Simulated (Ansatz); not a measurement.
# ZrPbSe3 (model cell, started as cubic perovskite with Zr in the octahedra): a soft mode frozen in, part 3 of 3

Which phase does ZrPbSe3 (model cell, started as cubic perovskite with Zr in the octahedra) fall into along its unstable mode, and how much energy does it gain?

Ansatz 0.2.0; DFT LDA, scalar-relativistic, plane waves, PAW; PAW set soft_1.

So far. Step 5 (Energy along the mode, all amplitudes (two of the runs …): The lowest of the steps tried is the last one, at 0.6 Å, 146 meV/atom below the parent; the bottom of the well need not coincide with a step. Step 7 (The new phase in its own primitive cell): The largest force component left is 0.082 meV/Å and the pressure is -0.001 GPa, within the tolerances set. The cell now holds 25.39 Å³/atom. The relaxed cell has a = 6.961, c = 10.481 Å (conventional setting).

The structure was built from a prototype and need not be the compound's stable phase.

In doubt: the program warns that the response may not be converged on this k-mesh, which bears on the force constants and all frequencies.

**8. Modes of the new phase, k-mesh 6×6×6, occupations fixed**

A relaxed structure may still be a saddle point, so its zone-centre modes are computed. The response to a homogeneous field gives the Born charges and the dielectric tensor.

input.yaml reads:

```yaml
crystal:
  lattice:
    - [-3.4804142282, 3.4804142282, 5.2402986202]
    - [3.4804142282, -3.4804142282, 5.2402986202]
    - [3.4804142282, 3.4804142282, -5.2402986202]
  atoms:
    - { symbol: Pb, position: [0.25, 0.75, 0.5] }
    - { symbol: Pb, position: [0.75, 0.25, 0.5] }
    - { symbol: Zr, position: [0.0, 0.0, 0.0] }
    - { symbol: Zr, position: [0.5, 0.5, 0.0] }
    - { symbol: Se, position: [0.8365090988, 0.3365090988, 0.1730181975] }
    - { symbol: Se, position: [0.1634909012, 0.6634909012, 0.8269818025] }
    - { symbol: Se, position: [0.75, 0.75, 0.0] }
    - { symbol: Se, position: [0.25, 0.25, 0.0] }
    - { symbol: Se, position: [0.6634909012, 0.8365090988, 0.5] }
    - { symbol: Se, position: [0.3365090988, 0.1634909012, 0.5] }
kpoints:
  mp_grid: { grid: [6, 6, 6] }
hamiltonian:
  xc: lda
  pseudopotentials: { kind: paw, azcp: { folder: soft_1 }, xc_functional: pbe }
scf:
  occupations: { method: fixed }
output:
  eigenvalues: true
phonons:
  method: dfpt
  dielectric: true
  rigid_motions: translations
```

Launch:

```
> ansatz run input.yaml --threads 4 --pin off --max-ram 16384MiB --backend cpu --events-out ev --progress --plain --runs-dir out
```

Numbers of over 12 decimals in the logs are rounded to 6 here.

Log:

```text
[...]
Crystal: 10 atoms, lattice volume = 253.909 Å³
Basis set: ecut = 420 eV, 4917 PW (Γ), exchange–correlation on 100×100×100 points (8 copies of the dense FFT grid, shifted against one another)
Bands: 89, of which v1, the nominal top of the filled ones, is band 74 counted from 1 (73 counted from 0)
Symmetry: 16 space group operations
k-points: 112 of 216 (irreducible under 1 space group operation, time reversal used)
[...]
SCF iter   1: F=—  HF=-63679.296166 eV  |F-HF|=—  |Δ(HF+E_count)|=         —  Δρ=7.47e-2  dr2=5.03e1  ethr=3.10e-3  ⟨swp⟩=5.0  Hψ=29164  notcnv=0  defer=1288
[...]
SCF iter  13: F=-63671.429567 eV  HF=-63671.429567 eV  |F-HF|=3.64e-11  |Δ(HF+E_count)|=  2.18e-11  Δρ=8.15e-8  dr2=1.83e-11  ethr=1.00e-12  ⟨swp⟩=13.5  Hψ=65275  notcnv=0
SCF 1 converged in 13 iterations: F = -63671.429567 eV  dr2 = 1.83e-11
[...]
NSCF: frozen V_eff on 4 k-points
DFPT response loops at Γ: preconditioner auto → Resta (q_TF=auto, 2.494 Å⁻¹)  ε∞=14.0 (no band partly filled); β = 1.00, the filter's whole step (`scf.mixing.beta` (0.50) is not read by the response loops at its default; to damp them type it under 1.00, their step now; it binds the ground state too); Broyden in place of MSR1
── the response to a field inside a basis, on 10×10×12 k-points: an SCF that follows is theirs, and a resumed run solves both again ──
Bands: 75, of which v1, the nominal top of the filled ones, is band 74 counted from 1 (73 counted from 0)
k-points: 330 of 1200 (irreducible under 4 space group operations)
[...]
Eigensolver: Dense (330 Hₖ)
SCF iter   1: F=—  HF=-63671.190243 eV  |F-HF|=—  |Δ(HF+E_count)|=         —  Δρ=4.46e-4  dr2=2.02e-4  ethr=1.00e-1
[...]
SCF iter   5: F=-63671.190253 eV  HF=-63671.190253 eV  |F-HF|=3.16e-9  |Δ(HF+E_count)|=   4.15e-8  Δρ=4.37e-6  dr2=5.81e-8  ethr=4.68e-10
SCF 1 converged in 5 iterations: F = -63671.190253 eV  dr2 = 5.81e-8
[...]
WARN: field response: inside a basis, on 10×10×12 points, no mesh in reach settles it: take ε∞, Z* and everything formed from them with what they may err, as stated (eps_inf_uncertainty, zstar_uncertainty_e), and compare with field_mesh: kpoints on a denser kpoints.mp_grid
WARN: field response: ε∞ stands inside a basis, on 10×10×12 points; the force constants stand on the 6×6×6 k-mesh, whose period is 9.71 times the interband length at k = (-0.5000, -0.5000, -0.5000), direct gap 0.735 eV, under 14: take them and everything formed from them as unconverged, and compare with a denser kpoints.mp_grid
SCF converged after 13 iterations
Free energy (F): -63671.429567 eV
[...]
Internal energy: -63671.429567 eV  (E = F + TS)
E sigma→0 (E₀):  -63671.429567 eV
Fermi energy:    9.367433 eV
[...]
--- Band table (eV; the first three rows and the last of 112) ---
  k-point 0: bands = [... 70 lower, 8.7140, 8.7140, 9.3524, 9.3524, 10.0663, 10.0663, 10.0989, 10.5243, ... 11 higher]
  k-point 1: bands = [... 70 lower, 8.6039, 8.7081, 8.7360, 9.0616, 9.8855, 10.3171, 10.7877, 10.8646, ... 11 higher]
  k-point 2: bands = [... 70 lower, 8.2337, 8.4619, 8.4887, 9.0172, 9.6752, 10.2947, 10.5378, 11.0891, ... 11 higher]
  k-point 111: bands = [... 70 lower, 7.0857, 8.3963, 9.3674, 9.3674, 10.1025, 10.7561, 10.8554, 10.8554, ... 11 higher]
--- Phonons (Γ-DFPT): 8 representative perturbations + reference, on 112 of 216 k-points (Σ response iterations 31) ---
  k mesh reduced under 1 symmetry operation, with k and −k counted as one. Each operation leaves every solved perturbation unchanged. A smaller set is not considered because the run solves the response to a homogeneous field
  ASR residual: 6.489e-5 → 0.000e0 eV/Å²; symmetrization residual: 3.820e-5 eV/Å²
  ASR residual per site (eV/Å²): 6.49e-5 6.49e-5 5.73e-5 5.73e-5 3.20e-5 3.20e-5 5.81e-5 5.81e-5 3.20e-5 3.20e-5
  Γ frequencies (cm⁻¹): -73.75 -73.75 -58.62 -49.58 -49.58 0.00 0.00 0.00 23.38 42.46 47.73 47.73 52.33 52.33 90.89 90.89 94.78 112.39 112.39 134.44 141.62 180.12 181.18 197.72 197.72 202.58 210.73 210.73 213.00 256.77
  ε∞ (high-frequency dielectric tensor):
       20.190781    -0.000000    -0.000000
       -0.000000    20.190781    -0.000000
       -0.000000    -0.000000    21.675179
  softest optical mode at Γ: -73.75 cm⁻¹; the repairs (sum rule, projections) moved no ω² at Γ by more than (2.07 cm⁻¹)²
  Born effective charges Z* (e; rows j = field, columns β = displacement):
    site 0:
         3.66050    0.00000    0.00000
         0.00000    3.66050    0.00000
         0.00000    0.00000    6.29321
    site 1:
         3.66050    0.00000    0.00000
         0.00000    3.66050   -0.00000
        -0.00000   -0.00000    6.29321
    site 2:
         8.26264    0.58426    0.00000
        -0.58426    8.26264   -0.00000
         0.00000    0.00000    9.49752
    site 3:
         8.26264   -0.58426   -0.00000
         0.58426    8.26264    0.00000
         0.00000    0.00000    9.49752
    site 4:
        -4.45710    2.37027    0.00000
         2.37027   -4.45710    0.00000
        -0.00000   -0.00000   -4.15492
    site 5:
        -4.45710    2.37027   -0.00000
         2.37027   -4.45710   -0.00000
         0.00000    0.00000   -4.15492
    site 6:
        -3.00893    0.00000    0.00000
         0.00000   -3.00893   -0.00000
         0.00000   -0.00000   -7.48088
    site 7:
        -3.00893   -0.00000    0.00000
         0.00000   -3.00893   -0.00000
        -0.00000    0.00000   -7.48088
    site 8:
        -4.45710   -2.37027    0.00000
        -2.37027   -4.45710    0.00000
         0.00000   -0.00000   -4.15492
    site 9:
        -4.45710   -2.37027    0.00000
        -2.37027   -4.45710    0.00000
         0.00000    0.00000   -4.15492
  Z* charge neutrality: 2.546e-2 e pre-enforcement
  solved inside a basis spanned on kpoints, on 10×10×12 k-points, which do not settle them: ε∞ is read to err by 7.3e-1, Z* by 3.5e-1 e (field_mesh: kpoints solves on kpoints); Z* is corrected for what the basis lacks
  optical modes at Γ without the LO–TO term, one row a degenerate level:
      ω (cm⁻¹)  modes    IR ((D/Å)²/amu)
        -73.75      2             0.0000
        -58.62      1            39.9693
        -49.58      2            22.6963
         23.38      1            27.7075
         42.46      1             0.0000
         47.73      2             0.0000
         52.33      2             6.6359
[...]
optical modes at Γ + LO–TO along q̂ = [1.0000, 0.0000, 0.0000]:
      ω (cm⁻¹)  modes    IR ((D/Å)²/amu)
[...]
optical modes at Γ + LO–TO along q̂ = [0.0000, 1.0000, 0.0000]:
      ω (cm⁻¹)  modes    IR ((D/Å)²/amu)
[...]
optical modes at Γ + LO–TO along q̂ = [0.0000, 0.0000, 1.0000]:
      ω (cm⁻¹)  modes    IR ((D/Å)²/amu)
[...]
94.78      1             0.0000
        112.39      2             0.0000
        125.31      1            24.2308
        134.44      1             0.0000
        141.62      1             0.0000
        180.12      1             0.0000
        181.18      1             0.0000
        197.72      2            13.1059
        202.58      1             0.0000
        210.73      2            88.6349
        256.77      1             0.0000
        263.91      1            82.6933
```

Wall time 34 min (4 threads of Arm Neoverse V1, shared host); peak memory 9.1 GiB.

Numbers from this step:

```yaml
sum_rule_residual_before_enforcement: 6.49e-5 eV/Å²
miss_of_the_charge_sum_rule: 0.02546 e
estimated_error_of_the_dielectric_tensor: 0.7285
estimated_error_of_the_born_charges: 0.3543 e
point_group: 4/mmm
highest_optical_mode_at_the_zone_centre_no_lo_to_term: 256.8 cm⁻¹
lowest_optical_zone_centre_mode: -73.75 cm⁻¹
mean_high_frequency_dielectric_constant: 20.69
largest_born_charge_third_of_the_trace: 8.674 e
top_of_the_zone_centre_spectrum_with_the_field: 263.9 cm⁻¹
```

Patterns of degenerate modes are one choice out of their space. Modes at Γ, with each element's share of the kinetic energy (negative means imaginary):

```csv
mode,frequency (cm⁻¹),symmetry,Pb %,Zr %,Se %
1,-73.8,Eg,31,0,69
2,-73.8,Eg,31,0,69
3,-58.6,A2u,2,63,35
4,-49.6,Eu,38,0,62
5,-49.6,Eu,38,0,62
6,0.0,acoustic,39,17,44
7,0.0,acoustic,39,17,44
8,0.0,acoustic,39,17,44
9,23.4,A2u,59,3,38
10,42.5,B2g,99,0,1
11,47.7,Eg,68,0,32
12,47.7,Eg,68,0,32
13,52.3,Eu,19,41,40
14,52.3,Eu,19,41,40
15,90.9,Eu,4,17,79
16,90.9,Eu,4,17,79
17,94.8,B1u,0,0,100
18,112.4,Eg,1,0,99
19,112.4,Eg,1,0,99
20,134.4,A1g,0,0,100
21,141.6,B2g,1,0,99
22,180.1,A2g,0,0,100
23,181.2,A1u,0,100,0
24,197.7,Eu,0,94,6
25,197.7,Eu,0,94,6
26,202.6,B1g,0,0,100
27,210.7,Eu,0,30,70
28,210.7,Eu,0,30,70
29,213.0,A2u,0,18,82
30,256.8,A2g,0,0,100
```

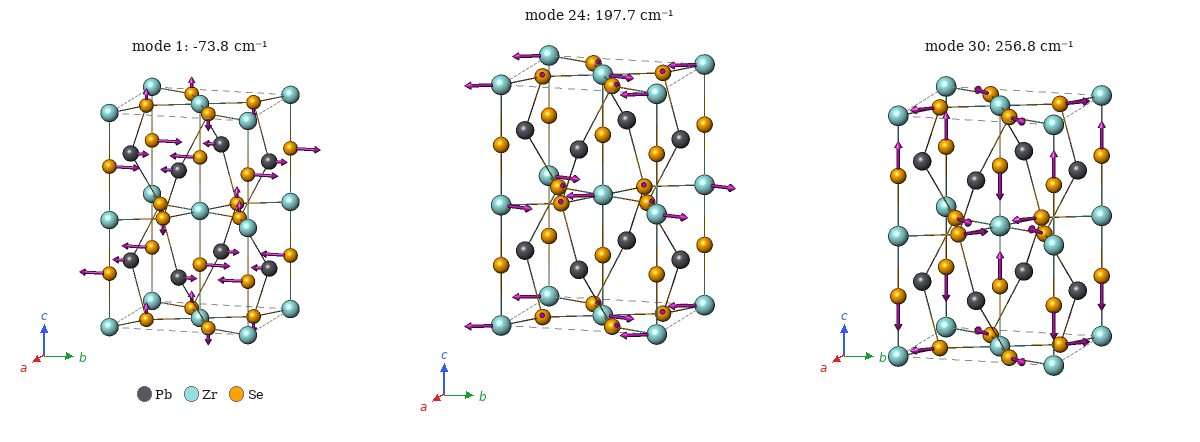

Displacement patterns of modes 1, 24 and 30 at Γ; arrows are exaggerated. Some periodic images of atoms are drawn too.

High-frequency dielectric tensor, which the program warns is not settled by the k meshes in reach. Tensor:

```csv
,x,y,z
x,20.19,0,0
y,0,20.19,0
z,0,0,21.68
```

Optical modes at the zone centre, without and with the macroscopic field of the longitudinal modes; each column is sorted by frequency, so a row need not hold one and the same mode. Modes with and without the field, by row:

```csv
rank among optical modes,no field (cm⁻¹),"q along (1, 0, 0) (cm⁻¹)","q along (0, 0, 1) (cm⁻¹)"
1,-73.8,-73.8,-73.8
2,-73.8,-73.8,-73.8
3,-58.6,-58.6,-49.6
4,-49.6,-49.6,-49.6
5,-49.6,-19.5,-35.8
6,23.4,23.4,42.5
7,42.5,42.5,47.7
8,47.7,47.7,47.7
9,47.7,47.7,52.3
10,52.3,52.3,52.3
11,52.3,60.9,90.9
12,90.9,90.9,90.9
13,90.9,94.8,94.8
14,94.8,104.5,112.4
15,112.4,112.4,112.4
16,112.4,112.4,125.3
17,134.4,134.4,134.4
18,141.6,141.6,141.6
19,180.1,180.1,180.1
20,181.2,181.2,181.2
21,197.7,197.7,197.7
22,197.7,199.2,197.7
23,202.6,202.6,202.6
24,210.7,210.7,210.7
25,210.7,213,210.7
26,213,256.8,256.8
27,256.8,261.5,263.9
```

Born charge (rows field, columns displacement) (e), principal values of the symmetric part by kind of site:

```csv
atom,atoms with these values,low,middle,high,mean
Pb1,2,3.66,3.66,6.29,4.54
Zr3,2,8.26,8.26,9.50,8.67
Se5,4,-6.83,-4.15,-2.09,-4.36
Se7,2,-7.48,-3.01,-3.01,-4.50
```

In full for Se7:

```
-3.01  0.00  0.00
 0.00 -3.01  0.00
 0.00  0.00 -7.48
```

Transverse modes; imaginary modes are left out. Lines of the infrared spectrum (strongest = 100):

```csv
position (cm⁻¹),relative intensity
23,31
42,0.0
48,0.0
52,7.5
91,16
95,0.0
112,0.0
134,0.0
142,0.0
180,0.0
181,0.0
198,15
203,0.0
211,100
213,45
257,0.0
```

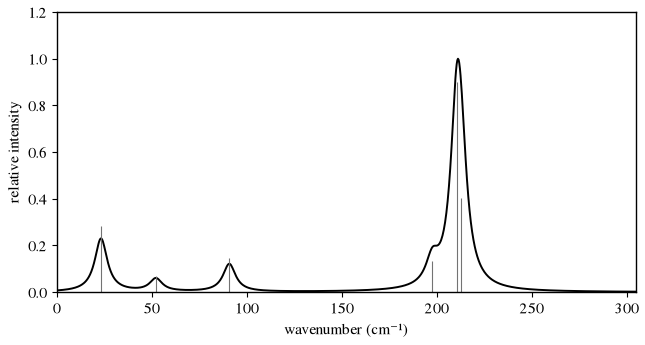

The infrared spectrum, broadened with Lorentzians of width 8 cm⁻¹; bars mark the lines.

Before it was imposed, the acoustic sum rule was missed by 6.5e-5 eV/Å² and the charge sum rule by 0.025 e. Small misses are needed for a sound result but don't prove that mesh and cutoff are converged. The lowest optical mode is imaginary, 73.8i cm⁻¹, so the energy falls along it.

The log warns of the k mesh: “the force constants stand on the 6×6×6 k-mesh, whose period is 9.71 times the interband length at k = (-0.5000, -0.5000, -0.5000), direct gap 0.735 eV, under 14: take them and everything formed from them as unconverged”.

**9. Outcome**

| Item | Value |
| --- | --- |
| unstable mode of the parent | q = (-0.5, -0.5, -0.5), 121i cm⁻¹ |
| depth at the lowest point sampled | 146 meV/atom |
| largest atomic shift at that point | 0.6 Å |
| space group reached (within 0.01 Å) | I4/mcm |
| energy gained over the parent (first relaxation, on the mesh of the frozen mode) | 200 meV/atom |
| volume per atom, phase reached | 25.4 Å³ |
| gap on the k-mesh, phase reached | 0.308 eV |
| lowest optical zone-centre mode, phase reached | -73.8 cm⁻¹ |
| highest optical mode at the zone centre (no LO-TO term), phase reached | 257 cm⁻¹ |

In words: Along this mode the structure falls into I4/mcm, 200 meV/atom below the parent. At the parent's cell the well is 146.1 meV/atom deep on the steps tried, with its lowest point at a shift of 0.6 Å. That is the last step tried, so the steps alone don't bracket the bottom of the well. Relaxing atoms and cell changes the gain by +54.09 meV/atom against the lowest step (energies at zero smearing). The new phase still has an imaginary mode at the zone centre of its cell, so it is a saddle point on the way to a lower structure. Of the 4 patterns followed to their end from this parent, this one ends 47.7 meV/atom above the lowest, Imma. Each path keeps the symmetry of its pattern, so a lower phase may lie along a pattern not tried. With the field response the log warns that the k mesh is coarse for the force constants too, so the frequencies may not be converged. With no gap, or one that is small against the smearing, the frequencies hang on the k mesh and the smearing, most of all near Kohn anomalies. In at least one run the field response is not settled by the k meshes in reach, so its dielectric tensor, Born charges and longitudinal modes are rough. A semilocal functional can close a gap that the real compound would have, so the metallic treatment may be an artefact of the level. Spin-orbit coupling is left out, which can matter for the heavy elements here. The PAW files were made for PBE and serve the other functionals too. The starting cell was built on a prototype and not taken from a measurement, so the phase need not exist.

[Logs are printed without paths, hosts, clocks, repeated set-up lines and the standing remarks that a program may print on its own settings, such as how far it seeks lower states.]

[Hosts, paths, dates, database ids (printed as entryN), source tags and the programs' standing remarks are cut or masked in the printed files.]
